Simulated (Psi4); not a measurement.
# SnH3 (SMILES [SnH3]) at 4 levels

Wanted: a comparison of 4 runs (UB3LYP/def2-SVPD, UHSE03/def2-TZVP, USVWN-RPA/def2-TZVPPD, REMP2/def2-SV(P)) of SnH3. 

The calculation is run with Psi4 1.11.

1 further run of the same task is left out (it didn't finish).

### 1 The structure to begin with

SnH3: 4 atoms, total charge 0, spin state doublet. SMILES: `[SnH3]`. The shape is that of a PBE0-D4/def2-TZVP optimisation.

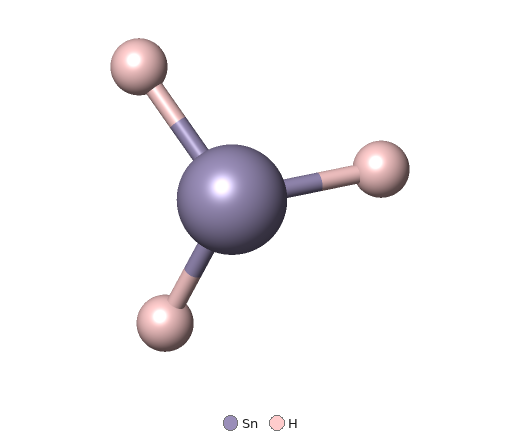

The structure, seen from a chosen angle (tin purple, hydrogen pink).

### 2 Energy and gradient at UB3LYP/def2-SVPD (core potential) (run 1)

h3sn.xyz

```xyz
4
H3Sn
Sn     0.280200    -0.211600    -0.271700
H      1.055200     0.011000     1.241700
H     -1.125000    -1.172200    -0.064000
H     -0.154900     1.312500    -0.926300
```

run.py

```python
import psi4

psi4.set_memory('1600 MB')
psi4.set_num_threads(1)
psi4.set_output_file('run.log', False)

with open('h3sn.xyz') as f:
    atoms = ''.join(f.readlines()[2:])
m = psi4.geometry('0 2\n' + atoms + 'symmetry c1\nno_reorient\nno_com')

psi4.set_options({
    'reference': 'uks',
    'puream': True,
    'e_convergence': 1e-09,
    'd_convergence': 1e-08,
    'scf_type': 'pk',
    'dft_radial_points': 99,
    'dft_spherical_points': 590,
    'maxiter': 200,
})

e_tot, wfn = psi4.gradient("b3lyp/def2-SVPD", molecule=m, return_wfn=True)
psi4.oeprop(wfn, "DIPOLE", "LOWDIN_CHARGES", "QUADRUPOLE")
print('gradient / Eh bohr^-1')
print(e_tot.np.round(6))
print(f'energy = {wfn.energy():.10f} Eh')
```

Launch:

```bash
$ python run.py
```

run.log:

```text
[...]
    !!!  WARNING: ECP capability is in beta. Please check occupations closely.  !!!
[...]
  Running in c1 symmetry.
[...]
  Nuclear repulsion =   20.933398960836097
[...]
  Multiplicity = 2
[...]
  Nalpha       = 13
  Nbeta        = 12
[...]
    Number of basis functions: 56
[...]
   @UKS iter   1:  -215.96402521517825   -1.02217e+00   8.20238e-03 DIIS/ADIIS
[...]
   @UKS iter  10:  -216.10959215793437   -9.46443e-12   8.44447e-09 DIIS
[...]
   @S^2 Observed:                7.510032513E-01
[...]
  @UKS Final Energy:  -216.10959215793437
   => Energetics <=
    Nuclear Repulsion Energy =             20.9333989608360973
    One-Electron Energy =                -419.4861459309299789
    Two-Electron Energy =                 198.0067666762262490
    DFT Exchange-Correlation Energy =     -15.5636118640667362
    Empirical Dispersion Energy =           0.0000000000000000
    VV10 Nonlocal Energy =                  0.0000000000000000
    Total Energy =                       -216.1095921579343724
[...]
  -Total Gradient:
     Atom            X                  Y                   Z
    ------   -----------------  -----------------  -----------------
       1       -0.002894243016     0.002121903793     0.002899677335
       2       -0.001390491979    -0.000629966527    -0.003376782243
       3        0.003155783097     0.001838181973    -0.000658063567
       4        0.001128588687    -0.003330410151     0.001133764369
[...]
```

Standard output:

```text
gradient / Eh bohr^-1
[[-0.002894  0.002122  0.0029  ]
 [-0.00139  -0.00063  -0.003377]
 [ 0.003156  0.001838 -0.000658]
 [ 0.001129 -0.00333   0.001134]]
energy = -216.1095921579 Eh
```

Wall time 17 s (1 thread of AMD EPYC 7R43 (Zen 3), shared host); peak memory 0.58 GiB.

### 3 Energy and forces at UHSE03/def2-TZVP (density fitting, core potential) (run 2)

job.inp

```
memory 1600 mb

molecule m {
  0 2
  Sn     0.280200    -0.211600    -0.271700
  H      1.055200     0.011000     1.241700
  H     -1.125000    -1.172200    -0.064000
  H     -0.154900     1.312500    -0.926300
  symmetry c1
}

set globals {
  basis def2-TZVP
  reference uks
}

gradient('hse03')
```

Launch:

```bash
$ psi4 -n 1 job.inp job.out
```

job.out:

```text
[...]
    !!!  WARNING: ECP capability is in beta. Please check occupations closely.  !!!
[...]
  Running in c1 symmetry.
[...]
  Nuclear repulsion =   20.933398960836097
[...]
  Multiplicity = 2
[...]
  Nalpha       = 13
  Nbeta        = 12
[...]
    Number of basis functions: 68
[...]
 WARNING: Atomic UHF is not converging! Try casting from a smaller basis or call Rob at CCMST.
   -------------------------
[...]
   @DF-UKS iter   1:  -216.14882479444458   -1.08536e+00   8.71738e-03 ADIIS/DIIS
[...]
   @DF-UKS iter  12:  -216.31132763759331    6.99544e-10   6.91331e-09 DIIS
[...]
   @S^2 Observed:                7.514464990E-01
[...]
  @DF-UKS Final Energy:  -216.31132763759331
   => Energetics <=
    Nuclear Repulsion Energy =             20.9333989608360973
    One-Electron Energy =                -419.6613009045116769
    Two-Electron Energy =                 197.6420253359891888
    DFT Exchange-Correlation Energy =     -15.2254510299069175
    Empirical Dispersion Energy =           0.0000000000000000
    VV10 Nonlocal Energy =                  0.0000000000000000
    Total Energy =                       -216.3113276375933083
[...]
  -Total Gradient:
     Atom            X                  Y                   Z
    ------   -----------------  -----------------  -----------------
       1       -0.000131948076     0.000084287443     0.000134191432
       2        0.000114012914    -0.000047213211     0.000003488475
       3        0.000000581263    -0.000085693405    -0.000060780194
       4        0.000041629813     0.000032545597    -0.000100812877
[...]
```

Wall time 23 s (1 thread of AMD EPYC 7R43 (Zen 3), shared host); peak memory 0.39 GiB.

Run 3 isn't shown in full; the table further down has it.

### 4 The energy at REMP2/def2-SV(P) (Cholesky decomposition, core potential, density fitting for correlation) (run 4)

h3sn.json

```json
{
  "schema_name": "qcschema_input",
  "schema_version": 1,
  "molecule": {
    "schema_name": "qcschema_molecule",
    "schema_version": 2,
    "symbols": ["Sn", "H", "H", "H"],
    "geometry": [0.52950126, -0.39986605, -0.51343859, 1.99403901, 0.02078699, 2.34647293, -2.12594189, -2.21513696, -0.12094247, -0.29271858, 2.48026554, -1.75045331],
    "molecular_charge": 0,
    "molecular_multiplicity": 2,
    "fix_symmetry": "c1"
  },
  "driver": "energy",
  "model": {
    "method": "remp2",
    "basis": "def2-SV(P)"
  },
  "keywords": {
    "reference": "uhf",
    "scf_type": "cd",
    "num_frozen_docc": 4,
    "cc_type": "df"
  }
}
```

Launch:

```bash
$ psi4 --qcschema h3sn.json -n 1 --memory 1600MB
```

stdout:

```text
[...]
    !!!  WARNING: ECP capability is in beta. Please check occupations closely.  !!!
[...]
  Running in c1 symmetry.
[...]
  Nuclear repulsion =   20.933398958520826
[...]
  Multiplicity = 2
[...]
  Nalpha       = 13
  Nbeta        = 12
[...]
    Number of basis functions: 32
[...]
   @UHF iter   1:  -215.01912829253206   -1.77331e+00   4.64526e-03 ADIIS/DIIS
[...]
   @UHF iter  12:  -215.03200735334377   -1.19371e-12   6.02035e-09 DIIS
[...]
   @S^2 Observed:                7.529483916E-01
[...]
  @UHF Final Energy:  -215.03200735334377
   => Energetics <=
    Nuclear Repulsion Energy =             20.9333989585208258
    One-Electron Energy =                -419.2825620198175329
    Two-Electron Energy =                 183.3171557079529634
    Total Energy =                       -215.0320073533437721
  UHF NO Occupations:
  HONO-2 :   11  A 1.9998472
  HONO-1 :   12  A 1.9988468
[...]
 Multipole Moments:
 ------------------------------------------------------------------------------------
     Multipole            Electronic (a.u.)      Nuclear  (a.u.)        Total (a.u.)
 ------------------------------------------------------------------------------------
 L = 1.  Multiply by 2.5417464519 to convert [e a0] to [Debye]
 Dipole X            :          1.7189819           -1.6005023            0.1184796
 Dipole Y            :         -1.2686806            1.1810334           -0.0876472
 Dipole Z            :         -1.7210051            1.6023052           -0.1186999
 Magnitude           :                                                    0.1892330
[...]
	DF-SCS-MP2 Total Energy (a.u.)     :  -215.11902475846662
	DF-SOS-MP2 Total Energy (a.u.)     :  -215.11986240638967
	DF-SCSN-MP2 Total Energy (a.u.)    :  -215.06326724000880
[...]
	DF-MP2 Total Energy (a.u.)         :  -215.11734946262058
[...]
```

The result, in JSON:

```text
{
 "driver": "energy",
 "model": {
  "method": "remp2",
  "basis": "def2-SV(P)"
 },
 "success": true,
 "return_result": -215.136743638223,
 "properties": {
  "calcinfo_nbasis": 32,
  "calcinfo_nmo": 32,
  "calcinfo_nalpha": 13,
  "calcinfo_nbeta": 12,
  "calcinfo_natom": 4,
  "nuclear_repulsion_energy": 20.933398958520826,
  "return_energy": -215.136743638223,
  "scf_one_electron_energy": -419.28256201981753,
  "scf_two_electron_energy": 183.31715570795296,
  "scf_dipole_moment": [0.11847958186775576, -0.08764722782576473, -0.11869993624839048],
  "scf_total_energy": -215.03200735334377,
  "scf_iterations": 12,
  "mp2_same_spin_correlation_energy": -0.017761299241500512,
  "mp2_opposite_spin_correlation_energy": -0.06758081003529719,
  "mp2_singles_energy": 0.0,
  "mp2_doubles_energy": -0.0853421092767977,
  "mp2_correlation_energy": -0.08534210927680874,
  "mp2_total_energy": -215.11734946262058
 }
}
```

It took 4.2 s on 1 thread of AMD EPYC 7R43 (Zen 3), shared host; peak memory 0.18 GiB.

### 5 All runs side by side

```tsv
run	level	integrals	integral approximation	energy (Eh)	dipole moment (D)	HOMO energy (eV)	LUMO energy (eV)	wall time
1	UB3LYP/def2-SVPD (core potential)	pk	none	-216.109592	0.35	-5.88	-3.44	17 s
2	UHSE03/def2-TZVP (density fitting, core potential)	df	program's default	-216.311328	0.31	-5.98	-3.67	23 s
3	USVWN-RPA/def2-TZVPPD (density fitting, core potential)	disk_df	program's default	-216.157332	0.23	-5.62	-4.74	11 s
4	REMP2/def2-SV(P) (Cholesky decomposition, core potential, density fitting for correlation)	cd	Cholesky	-215.136744	–	-8.58	0.48	4.2 s
```

### 6 Summary of results

| quantity | value |
| --- | --- |
| run 4: total energy | -215.13674 Eh |
| run 4: HOMO energy (Hartree–Fock orbitals) (highest over α and β) | -8.58 eV |
| run 4: LUMO energy (Hartree–Fock orbitals) (lowest over α and β) | 0.48 eV |
| run 4: correlation energy (4 core orbitals frozen) | -104.7 mEh |
| run 4: ⟨S²⟩ of the reference determinant | 0.753 |

What this shows: Over runs 1, 2, 3 the dipole moment (its size) runs from 0.23 D (USVWN-RPA/def2-TZVPPD) to 0.35 D (UB3LYP/def2-SVPD). The two ends differ in method and basis. Totals of different functionals can't be ranked against each other. All runs together took 55 s, the longest 23 s.
